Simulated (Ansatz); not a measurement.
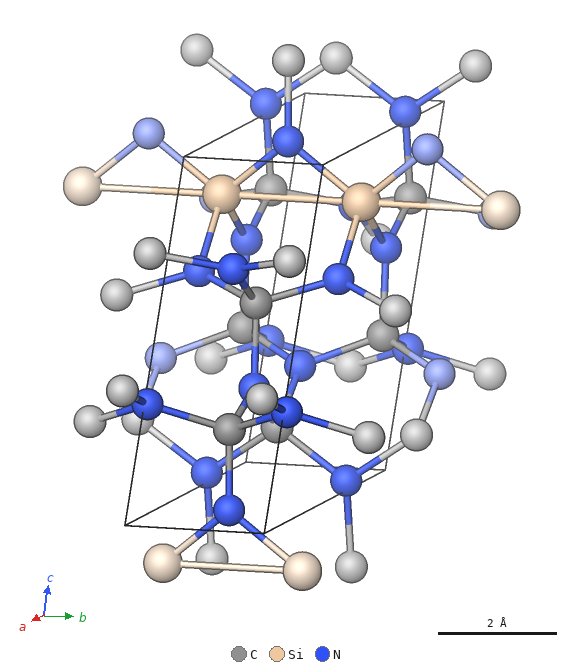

Ball-and-stick representation of a periodic structure, projected slightly off an axis. Atoms at the boundary of the conventional unit cell (the box) are drawn once for each face, edge or corner they touch. Bonded atoms from the next cells complete the picture, in fainter colours.

SiC5N8, space group Pm (No. 6), a = 6.555 Å, b = 2.493 Å, c = 6.647 Å, α = 90.00°, β = 118.76°, γ = 90.00°. Provenance: a structure type filled with these elements by a generator (whether the compound takes this form wasn't checked). Earlier steps of the study may have refined or changed the cell and positions. It was run through Ansatz as a DFT input.

This one geometry was computed with Ansatz (DFT, plane waves, PAW) at four levels of theory: r2SCAN, PBE, HSE06 and PBE0. It was relaxed beforehand with r2SCAN.

Which level gives the highest pressure at this volume, and what does that say about its equilibrium volume?

Highest: PBE (5.8 GPa), which points to the largest equilibrium volume. Lowest, with the smallest volume: HSE06 (-5.2 GPa) and PBE0 (-5.3 GPa). Levels within 0.5 GPa of each other can't be told apart.

How does the band gap change with the level of theory?

PBE: a gap of 2.81 eV, indirect; r2SCAN: a gap of 3.31 eV, indirect; HSE06: a gap of 4.28 eV, indirect; PBE0: a gap of 5.06 eV, indirect.

Collect the results in a table.

| level | cutoff (eV) | k-mesh of the run's cell | gap (eV) | pressure (GPa) |
| --- | --- | --- | --- | --- |
| r2SCAN | 500 | 4×10×4 | 3.31 | 0.0 |
| PBE | 420 | 4×10×4 | 2.81 | 5.8 |
| HSE06 | 420 | 4×6×4 | 4.28 | -5.2 |
| PBE0 | 420 | 4×6×4 | 5.06 | -5.3 |

Gaps are taken on the k-mesh or band path of each run.
